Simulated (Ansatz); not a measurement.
# CH7GaSn (SMILES [CH3][SnH2][GaH2]) at BHLYP/def2-SVP (core potential)

Aim: the energy change on altering one bond length of CH7GaSn at BHLYP/def2-SVP (core potential), from 2 runs. 

Program for the calculation: Ansatz 0.2.0.

38 further runs of the same task are left out: 38 set aside as unsound or not needed.

### Step 1. The system as given

CH7GaSn: 10 atoms, total charge 0, spin state singlet. SMILES: `[CH3][SnH2][GaH2]`. The coordinates come from a PBE0-D4/def2-TZVP relaxation.

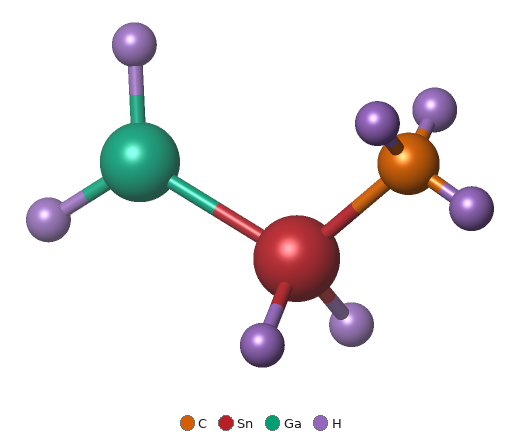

Viewed from a chosen angle; carbon orange, tin red, gallium teal, hydrogen purple.

### Step 2. The energy at BHLYP/def2-SVP (core potential)

File job.yaml:

```yaml
crystal:
  periodic: [false, false, false]
  atoms:
    - {symbol: C, position_ang: [-1.630300, 0.570100, -0.523900]}
    - {symbol: Sn, position_ang: [0.239600, -0.482300, -0.646800]}
    - {symbol: Ga, position_ang: [1.786900, -0.142600, 1.442100]}
    - {symbol: H, position_ang: [-2.223300, 0.378200, -1.418300]}
    - {symbol: H, position_ang: [-2.188000, 0.236900, 0.351500]}
    - {symbol: H, position_ang: [-1.449600, 1.641800, -0.439900]}
    - {symbol: H, position_ang: [-0.106900, -2.150300, -0.863700]}
    - {symbol: H, position_ang: [1.039800, 0.025500, -2.078600]}
    - {symbol: H, position_ang: [1.310700, 0.711500, 2.677700]}
    - {symbol: H, position_ang: [3.221300, -0.788900, 1.499900]}
basis:
  gaussian: {orbitals: def2-SVP}
output: {orbitals: {seedname: orbitals}}
accuracy: high
hamiltonian: {xc: {name: BHLYP}}
magnetization: {spin_polarized: false, initial_magnetization: 0}
```

Command:

```
$ ansatz run job.yaml --threads 1 --pin off --max-ram 2610MiB --events-out events.jsonl --progress --plain --runs-dir runs
```

What it wrote:

```text
Warning: RAYON_NUM_THREADS=1 ignored (pool sized by the plan → 1); use --threads N
Functional definition: BHLYP
  name "BHLYP"
  parameter a = 0.5
  exchange = (1 - a)*b88_x + a*exact_x
  correlation = lyp_c
2479 factors; integrals over basis functions are off by at most 3.2e-8 eV
mean field evaluation 1: about -59345.2711 eV, gradient 3.7e1 eV
mean field evaluation 2: about -59345.4683 eV, gradient 3.5e1 eV
mean field evaluation 4: about -59348.5720 eV, gradient 1.9e0 eV
mean field evaluation 8: about -59348.7941 eV, gradient 4.8e-2 eV
mean field evaluation 16: about -59348.7942 eV, gradient 1.7e-5 eV
mean field -59348.79417308 eV, -2181.0279578030 hartree, gradient 5.0e-8 eV, S^2 0.000000; 0 other end points of the search recorded, 0 dependent functions left out
reference -59348.79420629 eV, -2181.0279590235 hartree; 33, 33 occupied and 74, 74 virtual orbitals, 2479 factors
Total energy: -59348.79420629 eV, -2181.0279590235 hartree
```

Run time: 13 s. Hardware: 1 thread of Arm Neoverse V2, shared host; peak memory 0.44 GiB.

### Step 3. The distorted shape, same level

File in.yaml:

```yaml
crystal:
  periodic: [false, false, false]
  atoms:
    - symbol: C
      position_ang: [-1.578318, 0.820333, -0.491361]
    - symbol: Sn
      position_ang: [0.291582, -0.232067, -0.614261]
    - symbol: Ga
      position_ang: [1.838882, 0.107633, 1.474639]
    - symbol: H
      position_ang: [-2.171318, 0.628433, -1.385761]
    - symbol: H
      position_ang: [-2.136018, 0.487133, 0.384039]
    - symbol: H
      position_ang: [-1.397618, 1.892033, -0.407361]
    - symbol: H
      position_ang: [-0.106900, -2.150300, -0.863700]
    - symbol: H
      position_ang: [1.091782, 0.275733, -2.046061]
    - symbol: H
      position_ang: [1.362682, 0.961733, 2.710239]
    - symbol: H
      position_ang: [3.273282, -0.538667, 1.532439]
basis:
  gaussian: {orbitals: def2-SVP}
hamiltonian: {xc: {name: BHLYP}}
accuracy: high
output: {orbitals: {seedname: orbitals}}
```

Command:

```
$ ansatz run in.yaml --threads 1 --pin off --max-ram 2610MiB --events-out events.jsonl --progress --plain --runs-dir runs
```

What it wrote:

```text
Warning: RAYON_NUM_THREADS=1 ignored (pool sized by the plan → 1); use --threads N
[... 5 set-up lines as earlier in the session ...]
2475 factors; integrals over basis functions are off by at most 2.4e-8 eV
mean field evaluation 1: about -59344.9186 eV, gradient 3.7e1 eV
mean field evaluation 2: about -59345.0995 eV, gradient 3.5e1 eV
mean field evaluation 4: about -59348.2494 eV, gradient 1.9e0 eV
mean field evaluation 8: about -59348.4664 eV, gradient 5.3e-2 eV
mean field evaluation 16: about -59348.4664 eV, gradient 2.2e-5 eV
mean field -59348.46642548 eV, -2181.0159133008 hartree, gradient 2.1e-8 eV, S^2 0.000000; 0 other end points of the search recorded, 0 dependent functions left out
reference -59348.46645895 eV, -2181.0159145311 hartree; 33, 33 occupied and 74, 74 virtual orbitals, 2475 factors
Total energy: -59348.46645895 eV, -2181.0159145311 hartree
```

It took 13 s on 1 thread of Arm Neoverse V2, shared host; peak memory 0.43 GiB.

### Step 4. Outcome

At BHLYP/def2-SVP (core potential):

| quantity | value |
| --- | --- |
| first shape: total energy | -2181.02796 Eh |
| first shape: HOMO energy | -8.02 eV |
| first shape: LUMO energy | -1.36 eV |
| first shape: HOMO–LUMO gap | 6.66 eV |
| distorted shape: total energy | -2181.01591 Eh |
| distorted shape: HOMO energy | -8.07 eV |
| distorted shape: LUMO energy | -1.46 eV |
| distorted shape: HOMO–LUMO gap | 6.60 eV |
| energy change with the Sn2–H7 bond stretched from 1.717 to 1.975 Å | 0.328 eV |

With the Sn2–H7 bond stretched from 1.717 to 1.975 Å the energy rises by 0.33 eV (7.6 kcal/mol). The first shape isn't relaxed at this level, so the change isn't measured from a minimum.
